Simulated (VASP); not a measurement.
Band structure of KBr (rock salt). These are PBE GGA, VASP's PBE PAW potentials (set 64) (plane waves; VASP 6.6.1) values and carry that method's errors.

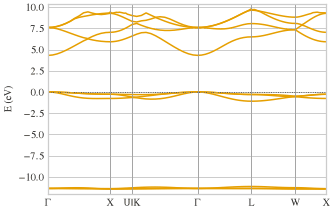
*Bands along high-symmetry lines, zero at the valence-band maximum or, without a gap, the Fermi level*

Task: Read the plot: is there a gap, and where are the band edges?

Result: The gap is direct, 4.31 eV, from the valence maximum at Γ to the conduction minimum at Γ. (Edges off the drawn lines would not show.)

Measured: gap 7.40 eV (computed value off by -3.09 eV), as given by Aguado et al., (1998), arXiv:cond-mat/9809176.

The compound is KBr in the rock salt structure. It was relaxed first.
